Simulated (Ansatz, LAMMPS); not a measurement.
## Molecular dynamics of glassy 63SiO2-14B2O3-11Na2O-11CaO (mol %) (111 atoms)

How do the atoms of glassy 63SiO2-14B2O3-11Na2O-11CaO (mol %) (111 atoms) move, and what local order do they keep?

Calculated with Ansatz 0.2.0; Kohn-Sham DFT, PBE, PAW (set soft_2), plane waves.

### Step 1. The starting structure

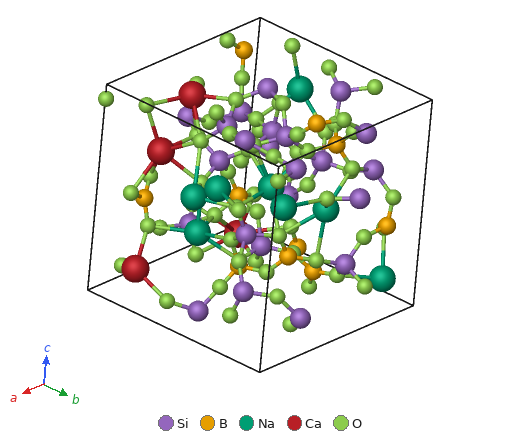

The starting structure, seen from a free direction (silicon purple, boron orange, sodium teal, calcium red, oxygen green). Bonds to atoms that aren't drawn are left out. Some periodic images of atoms are drawn too.

The cell holds 111 atoms: 22 Si, 10 B, 8 Na, 4 Ca and 67 O. Its edges and angles: a = 11.219 Å, b = 11.219 Å, c = 11.219 Å, α = 90.0°, β = 90.0°, γ = 90.0°. 111 atoms (22 Si, 10 B, 8 Na, 4 Ca, 67 O) placed at random at 2.33 g/cm³, melted at 3000 K for 20 ps at fixed volume with the Buckingham and Coulomb pair potential of Guillot and Sator (Geochim. Cosmochim. Acta 71, 1249 (2007)) with the boron terms of Wang et al. (J. Non-Cryst. Solids 498, 294 (2018)). Quenched from 3000 K to 300 K at 300 K/ps and fixed volume, held 10 ps at zero pressure.

Limits known from the start: The quench rate of 300 K/ps is orders of magnitude faster than experiment, which tends to freeze in extra defects. The network of bonds at the start is that of the classical potential that made the cell, and needn't be the one that DFT or experiment would give. The Brillouin zone is sampled at Γ only, in a cell whose shortest periodic width is 11 Å.

### Step 2. Single point at the start

The forces at the start show how far the geometry lies from a minimum of this functional.

input.yaml

```yaml
crystal:
  lattice:
    - [11.21943, 0.0, 0.0]
    - [0.0, 11.21943, 0.0]
    - [0.0, 0.0, 11.21943]
  atoms:
    - { symbol: Si, position: [0.39448, 0.40144, 0.94492] }
    - { symbol: Si, position: [0.49863, 0.25684, 0.56898] }
    - { symbol: Si, position: [0.3228, 0.86343, 0.25094] }
    - { symbol: Si, position: [0.08511, 0.77873, 0.59896] }
    [... 101 atom lines left out ...]
    - { symbol: O, position: [0.74884, 0.58078, 0.55338] }
    - { symbol: O, position: [0.87488, 0.08795, 0.46683] }
    - { symbol: O, position: [0.21615, 0.86677, 0.35011] }
    - { symbol: O, position: [0.50677, 0.12485, 0.64299] }
    - { symbol: O, position: [0.21349, 0.00398, 0.96062] }
    - { symbol: O, position: [0.53676, 0.44956, 0.1751] }
kpoints:
  mp_grid: { grid: [1, 1, 1] }
hamiltonian:
  xc: pbe
scf:
  occupations: { method: fixed }
output:
  forces: true
```

On the command line:

```
$ ansatz run input.yaml --threads 4 --pin off --max-ram 8192MiB --backend cpu --events-out ev --progress --plain --runs-dir out
```

It took 14 s on 4 threads of Arm Neoverse V2, shared host; peak memory 1.8 GiB.

Read from the output:

```
free energy            : -72830.7512 eV
free energy per atom   : -656.1329 eV/atom
SCF cycles             : 10
r.m.s. force component : 1.115 eV/Å
longest force          : 4.844 eV/Å
Fermi energy           : 4.683 eV
```

The r.m.s. force component of 1.1 eV/Å sets the starting point.

Neighbours are counted within 2.08 Å (O-Si), 1.83 Å (O-B), 3.08 Å (O-Na), 2.83 Å (O-Ca).

Length of the force by element and coordination:

```tsv
element	coordination	atoms	mean length of the force (eV/Å)	spread	least	most
B	all	10	2.17	0.689	0.87	3.18
B	3	5	2.19	0.869	0.87	3.18
B	4	5	2.14	0.440	1.39	2.70
Ca	all	4	1.06	0.365	0.517	1.48
Ca	5	1	0.517	0	0.517	0.517
Ca	6	2	1.38	0.099	1.29	1.48
Ca	7	1	0.965	0	0.965	0.965
Na	all	8	0.643	0.227	0.331	0.941
Na	3	1	0.439	0	0.439	0.439
Na	4	1	0.858	0	0.858	0.858
Na	5	4	0.652	0.284	0.331	0.941
Na	7	1	0.638	0	0.638	0.638
Na	8	1	0.603	0	0.603	0.603
O	all	67	1.51	0.757	0.391	3.95
O	2	24	1.67	0.910	0.391	3.95
O	3	32	1.37	0.544	0.533	2.66
O	4	10	1.63	0.874	0.767	3.72
O	5	1	1.21	0	1.21	1.21
Si	all	22	2.46	1.13	1.00	4.84
```

### Step 3. Dynamics at 400 K

A Langevin thermostat couples each atom to a heat bath, at the price of damped dynamics. The time step is 1.0 fs.

input.yaml, as its differences from that of step 2:

```diff
@@ -15 +15,8 @@
   forces: true
+md:
+  timestep: 1.0
+  n_steps: 214
+  ensemble: nvt_langevin
+  temperature: 400
+  initial_velocities: maxwell_boltzmann
+  seed: 596
```

Run time: 32 min. Hardware: 4 threads; peak memory 2 GiB.

The program notes that it switched symmetry off.

Rows from the run:

```tsv
time (fs)	T (K)	potential (meV/atom)
0.0	396	0.0
14.0	481	-12.3
29.0	437	-9.1
43.0	502	-16.9
57.0	521	-17.7
71.0	462	-21.1
86.0	429	-18.0
100.0	506	-30.1
114.0	463	-26.8
128.0	470	-25.1
143.0	433	-22.6
157.0	413	-24.0
171.0	448	-28.3
185.0	413	-23.1
200.0	430	-27.1
214.0	498	-33.8
```

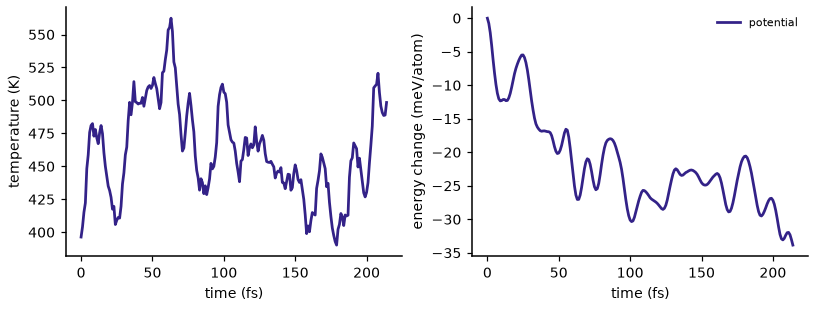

Temperature and energies against time.

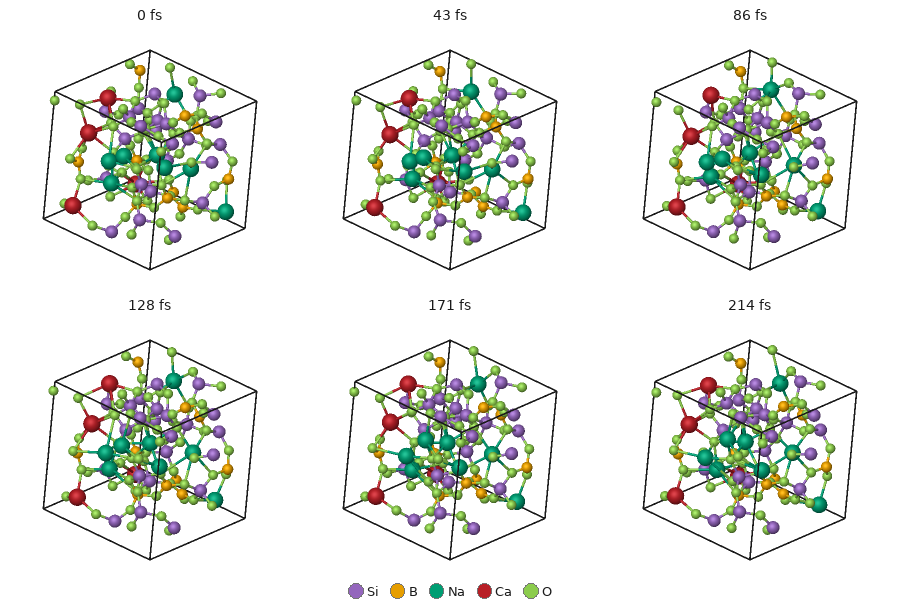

6 frames of the run. Bonds to atoms that aren't drawn are left out.

Mean square displacement from the first frame to the last: Si 0.10 Å², B 0.11 Å², Na 0.60 Å², Ca 0.077 Å², O 0.18 Å².

Mean square displacement against time lag:

```tsv
time lag (fs)	B (Å²)	Ca (Å²)	Na (Å²)	O (Å²)	Si (Å²)
20	0.0187	0.0110	0.0236	0.0186	0.0103
40	0.0249	0.0361	0.0835	0.0432	0.0210
60	0.0361	0.0633	0.162	0.0614	0.0301
80	0.0482	0.0841	0.237	0.0780	0.0388
100	0.0590	0.0967	0.292	0.0963	0.0476
```

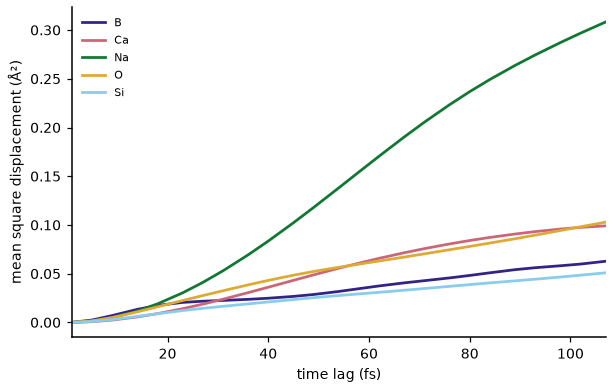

Mean square displacement, plotted against time lag.

Over the second half of 214 fs the temperature averages 447 K with swings of 28 K r.m.s. From first frame to last Na has the largest mean square displacement, 0.60 Å² at the end; the farthest move is 1.02 Å. The run spans 0.21 ps, too short for its means to be equilibrium values.

### Step 4. Local order late in the run

The g(r) is a mean over the second half; what follows it is taken at the last frame.

Bonds before and after, by the cutoffs listed below:

```tsv
pair	bonds before	bonds after	mean before (Å)	mean after (Å)	spread before (Å)	spread after (Å)
O-Si	88	88	1.639	1.639	0.032	0.049
O-B	35	34	1.444	1.435	0.050	0.094
O-Ca	24	21	2.470	2.398	0.102	0.134
```

Density 2.52 g/cm³, 12.72 Å³ an atom.

Mean of 13 frames. g(r), total and by pair (bins of 0.2 Å):

```tsv
r (Å)	total	O-O	O-Si	O-B	O-Na	O-Ca	Si-Si
1.30	0.68	0.00	0.00	6.28	0.00	0.00	0.00
1.50	1.44	0.00	2.68	7.37	0.00	0.00	0.00
1.70	2.37	0.00	9.75	0.33	0.00	0.00	0.00
1.90	0.01	0.00	0.04	0.02	0.00	0.00	0.00
2.10	0.08	0.01	0.00	0.06	0.47	0.59	0.00
2.30	0.72	0.87	0.00	0.01	3.00	3.29	0.00
2.50	1.12	2.29	0.00	0.01	1.62	2.69	0.00
2.70	1.43	3.04	0.03	0.11	1.29	0.71	0.09
2.90	0.98	1.08	0.27	0.35	0.80	0.74	2.40
3.10	0.82	0.65	0.66	0.66	0.80	0.36	3.16
3.30	0.93	0.69	1.17	1.35	0.55	0.82	0.64
3.50	0.97	0.68	1.14	1.67	0.88	0.70	0.10
3.70	1.01	0.74	1.36	1.60	0.83	0.71	0.36
3.90	1.09	0.71	1.59	1.64	0.96	0.90	0.85
4.10	1.02	0.66	1.48	1.23	1.21	0.79	0.70
4.30	1.06	0.94	1.27	0.73	1.17	1.31	1.07
4.50	0.96	1.04	0.76	0.83	1.18	1.43	1.27
4.70	1.05	1.39	0.71	0.74	1.14	1.16	1.25
4.90	1.06	1.48	0.63	0.71	1.12	1.07	1.21
5.10	1.02	1.21	0.89	0.84	0.90	1.11	1.03
5.30	0.94	0.97	0.97	1.04	0.84	0.87	0.88
5.50	0.95	0.92	1.00	1.09	0.95	0.51	1.27
```

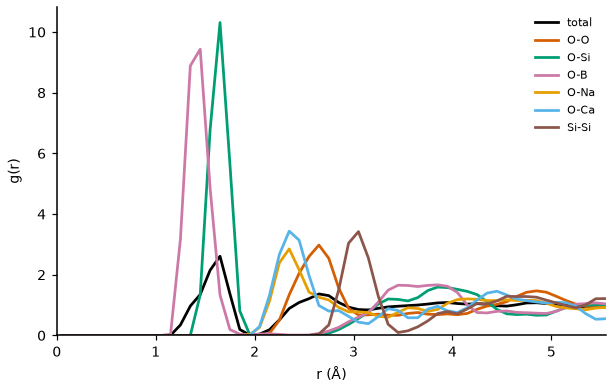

Pair distribution functions, lightly smoothed.

Bonds by pair of elements; cutoffs follow the first minimum of g(r), held within bounds set by covalent radii, and pairs that aren't listed don't count as bonded:

```tsv
pair A-B	cutoff (Å)	bonds	mean length (Å)	spread (Å)	shortest (Å)	B about A	A about B
O-Si	2.16	88	1.64	0.049	1.54	1.31	4
O-B	1.83	34	1.44	0.094	1.26	0.507	3.4
O-Na	3.02	42	2.52	0.238	2.14	0.627	5.25
O-Ca	2.83	21	2.40	0.134	2.16	0.313	5.25
```

The cutoff for O-Na falls short of the minimum of g(r), so counts run low and odd coordinations can be artefacts.

How many atoms have how many bonded neighbours:

```tsv
element	mean	2	3	4	5	6	7
B	3.4	0	6	4	0	0	0
Ca	5.25	0	0	1	1	2	0
Na	5.25	0	1	0	4	2	1
O	2.76	26	32	8	1	0	0
Si	4	0	0	22	0	0	0
```

Bond angles, per cent of each kind in bins of 5°:

```tsv
angle (°)	O-Si-O	O-Na-O	Na-O-Si	O-Ca-O	O-B-O
50–55	0.0	3.2	0.0	0.0	0.0
55–60	0.0	8.5	0.0	2.2	0.0
60–65	0.0	3.2	0.0	6.5	0.0
65–70	0.0	2.1	0.0	2.2	0.0
70–75	0.0	1.1	0.0	8.7	0.0
75–80	0.0	4.3	6.4	8.7	0.0
80–85	0.0	7.4	2.1	8.7	0.0
85–90	0.0	8.5	10.6	10.9	0.0
90–95	0.8	9.6	10.6	2.2	0.0
95–100	11.4	6.4	8.5	2.2	2.4
100–105	19.7	3.2	17.0	2.2	4.8
105–110	22.7	1.1	8.5	6.5	26.2
110–115	24.2	5.3	12.8	4.3	33.3
115–120	13.6	8.5	0.0	4.3	9.5
120–125	5.3	2.1	8.5	4.3	14.3
125–130	2.3	5.3	4.3	4.3	4.8
130–135	0.0	4.3	0.0	2.2	2.4
135–140	0.0	0.0	0.0	6.5	0.0
140–145	0.0	5.3	4.3	6.5	2.4
145–150	0.0	4.3	2.1	2.2	0.0
150–155	0.0	2.1	2.1	0.0	0.0
155–160	0.0	1.1	0.0	2.2	0.0
160–165	0.0	2.1	0.0	2.2	0.0
165–170	0.0	0.0	2.1	0.0	0.0
170–175	0.0	1.1	0.0	0.0	0.0
```

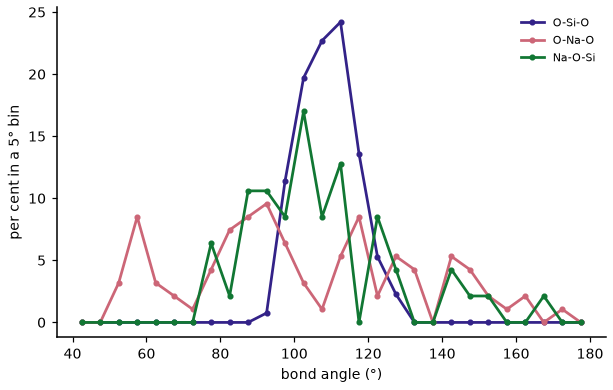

Distributions of the most common bond angles.

Bond angles (no mean is given where the spread exceeds 20°):

```tsv
angle	count	mean (°)	spread (°)
O-Si-O	132	109	7.4
O-Na-O	94	-	-
Na-O-Si	47	108	19.7
O-Ca-O	46	-	-
O-B-O	42	114	8.6
```

Oxygen atoms by the number of network formers (Si, P, Ge, B, Al, As, Ga) bound to them:

```tsv
network formers bound to O	O atoms	per cent
0	0	0
1	12	17.9
2	55	82.1
```

Network units: each former by its oxygen neighbours and how many of them bridge to another former:

```tsv
former	O neighbours	bridging O	atoms
Si	4	3	9
Si	4	4	13
B	3	1	1
B	3	3	5
B	4	3	1
B	4	4	3
```

Bond length by coordination (bonds to H left out):

```tsv
element	coordination	atoms	mean bond length (Å)
B	3	6	1.39
B	4	4	1.49
Ca	4	1	2.32
Ca	5	1	2.40
Ca	6	2	2.42
Na	3	1	2.51
Na	5	4	2.50
Na	6	2	2.5
Na	7	1	2.59
O	2	26	1.58
O	3	32	1.94
O	4	8	2.14
O	5	1	2.34
```

Rings of the network by King's shortest-path rule, up to 12 atoms, one path for each pair of neighbours; H, halogens, alkali and alkaline-earth atoms are left out, and the last column divides by all other atoms, bonded or not:

```tsv
ring size (atoms)	rings	per network atom
6	2	0.02
8	4	0.04
10	5	0.051
12	10	0.101
```

First main peaks of g(r), for some of the pairs, lie near 2.6 Å (O-O), 1.6 Å (O-Si), 1.4 Å (O-B), 2.3 Å (O-Na), 2.4 Å (O-Ca) and 3.0 Å (Si-Si). The O-Si-O angle averages 109° with a spread of 7°. 82 % of the oxygens bridge two formers (Si and B) and 18 % are non-bridging. The commonest Si unit has 4 oxygens, 4 of them shared with other formers (13 of 22 atoms). Rings of 12 atoms are the most common (48 % of those counted); sizes run from 6 to 12, where the search stops.

### Step 5. Single point at the last frame

The last frame is solved again with fuller output, to read the electronic structure of a thermally displaced geometry.

input.yaml

```yaml
crystal:
  lattice:
    - [11.21943, 0.0, 0.0]
    - [0.0, 11.21943, 0.0]
    - [0.0, 0.0, 11.21943]
  atoms:
    - { symbol: Si, position: [0.40607, 0.42043, 0.95159] }
    - { symbol: Si, position: [0.50444, 0.24548, 0.55555] }
    - { symbol: Si, position: [0.34344, 0.85364, 0.28282] }
    - { symbol: Si, position: [0.03679, 0.73721, 0.60184] }
    [... 101 atom lines left out ...]
    - { symbol: O, position: [0.77864, 0.56451, 0.5424] }
    - { symbol: O, position: [0.89958, 0.14314, 0.48466] }
    - { symbol: O, position: [0.23506, 0.85155, 0.37818] }
    - { symbol: O, position: [0.52248, 0.12785, 0.64427] }
    - { symbol: O, position: [0.2109, 0.99175, 0.93615] }
    - { symbol: O, position: [0.56144, 0.47186, 0.15943] }
kpoints:
  mp_grid: { grid: [1, 1, 1] }
hamiltonian:
  xc: pbe
scf:
  occupations: { method: fixed }
output:
  forces: true
  stress: true
  populations: true
  dos:
    method: { smearing: { sigma: 0.08 } }
    de: 0.1
    projected: { site_lists: { B: [B], Ca: [Ca], Na: [Na], O: [O], Si: [Si] } }
  eigenvalues: true
  write_density: true
  write_potential: true
  volumetric_format: npy
```

Elapsed: 23 s, on 4 threads; peak memory 1.9 GiB; 90 s of CPU time.

Numbers from this run:

| Property | Result |
| --- | --- |
| free energy | -72834.5076 eV |
| free energy per atom | -656.1667 eV/atom |
| SCF cycles | 9 |
| pressure | 2.619 GPa |
| r.m.s. force component | 0.9207 eV/Å |
| longest force | 3.448 eV/Å |
| Fermi energy | 4.063 eV |
| gap (highest filled to lowest empty level) | 3.403 eV |
| spilling of the projection | 0.01133 |

Length of the force by element:

```tsv
element	coordination	atoms	mean length of the force (eV/Å)	spread	least	most
B	all	10	1.87	0.785	0.594	3.08
Ca	all	4	0.747	0.352	0.350	1.28
Na	all	8	0.47	0.137	0.280	0.728
O	all	67	1.33	0.678	0.335	3.25
Si	all	22	1.80	0.865	0.542	3.45
```

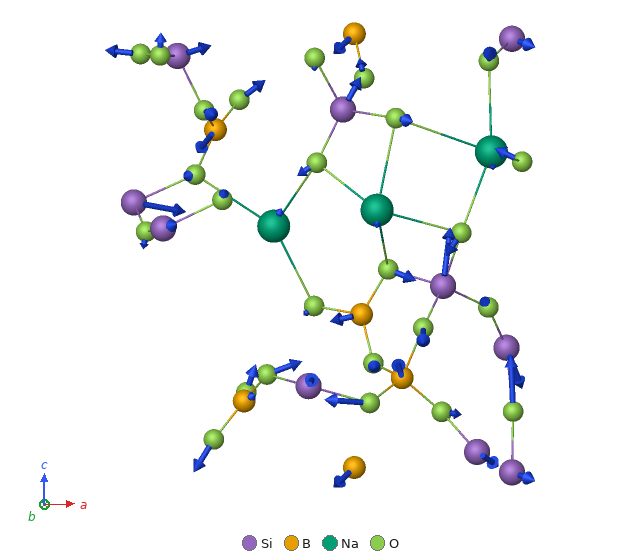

Forces as arrows; the longest in the cell is 3.45 eV/Å. Drawn is a stretch of 10 Å of the 11 Å that the cell measures along a and a slice 4 Å thick, seen along the normal of the ac plane. Bonds to atoms that aren't drawn are left out.

Löwdin charges by element (they lack the spilled electrons, 0.065 e an atom on average):

```tsv
element	coordination	atoms	mean charge (e)	spread	least	most
B	all	10	0.592	0.0541	0.487	0.662
Ca	all	4	1.79	0.009	1.78	1.80
Na	all	8	0.810	0.0111	0.790	0.825
O	all	67	-0.745	0.126	-0.995	-0.472
Si	all	22	1.70	0.0408	1.64	1.78
```

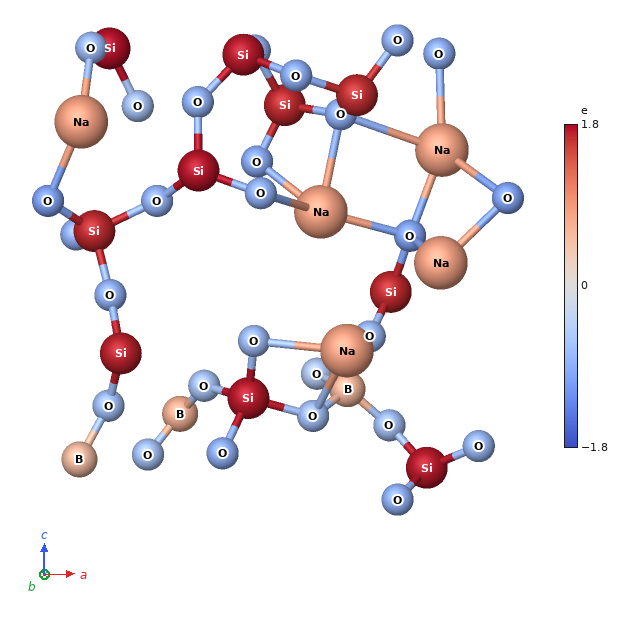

Atoms coloured by Löwdin charge. Drawn is a slice 4 Å thick, seen along the normal of the ac plane.

States in the cell by windows of 1 eV, zero at the Fermi level; the larger projections on atomic orbitals stand beside the total:

```tsv
from (eV)	to (eV)	total	O p	Si p
-14	-11	0.0	0.0	0.0
-11	-10	6.1	4.1	0.2
-10	-9	16.9	11.4	0.7
-9	-8	17.8	12.4	1.5
-8	-7	27.2	19.7	3.5
-7	-6	34.5	25.8	4.6
-6	-5	31.1	23.8	2.5
-5	-4	48.3	40.0	2.7
-4	-3	65.3	58.3	2.3
-3	-2	75.2	70.0	1.6
-2	-1	54.5	51.5	0.8
-1	0	24.4	23.0	0.6
0	1	0.7	0.7	0.0
1	3	0.0	0.0	0.0
3	4	2.0	0.1	0.0
4	5	11.2	0.8	0.9
```

The curve was stored every 0.10 eV, coarse against its broadening of 0.08 eV, so these counts are rough.

With fixed occupations the program's Fermi level is the highest filled level; weight inside the gap is the broadening of levels at its edges.

Between -26 and -14 eV lie 206 more states.

About 25 of the 632 electrons lie in deeper levels, below the stored range.

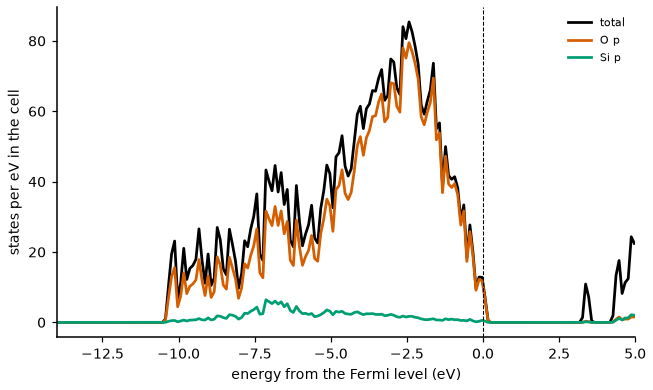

Total and projected density of states, with the broadening of the input.

The levels nearest the highest filled one (over half full), pooled over k-points and spins:

```tsv
level less the highest filled one (eV)	occupation
-0.609	2
-0.465	2
-0.407	2
-0.344	2
-0.159	2
0	2
3.40	0
4.39	0
4.50	0
4.70	0
4.87	0
4.90	0
```

Mean Löwdin charges: B +0.59, Ca +1.79, Na +0.81, O -0.74, Si +1.70 e (they miss 1.1 % of the electrons, so they add up to more than the cell's charge).

### Step 6. Summary of results

| Quantity | Value |
| --- | --- |
| mean temperature, second half | 447 K |
| temperature swing, second half | 27.55 K |
| free energy per atom | -656.1667 eV/atom |
| pressure | 2.619 GPa |
| r.m.s. force component | 0.9207 eV/Å |
| gap (highest filled to lowest empty level) | 3.403 eV |
| wall time of the 3 DFT runs | 33 min |

**Reading.** Over the second half of 214 fs the temperature averages 447 K with swings of 28 K r.m.s. The run spans 0.21 ps, too short for its means to be equilibrium values. 82 % of the oxygens bridge two formers (Si and B) and 18 % are non-bridging. Between filled and empty levels lie 3.40 eV (at Γ alone); a semilocal functional tends to put such gaps too low. In a disordered cell it changes from sample to sample, and tail or defect levels can set it.

Caveats: The pressure of 2.6 GPa is that of one thermal frame at a volume set beforehand, without the kinetic term.

[Logs are printed without paths, hosts, clocks, repeated set-up lines and the standing remarks that a program may print on its own settings, such as how far it seeks lower states.]

[Hosts, paths, dates, database ids (printed as entryN), source tags and the programs' standing remarks are cut or masked in the printed files.]
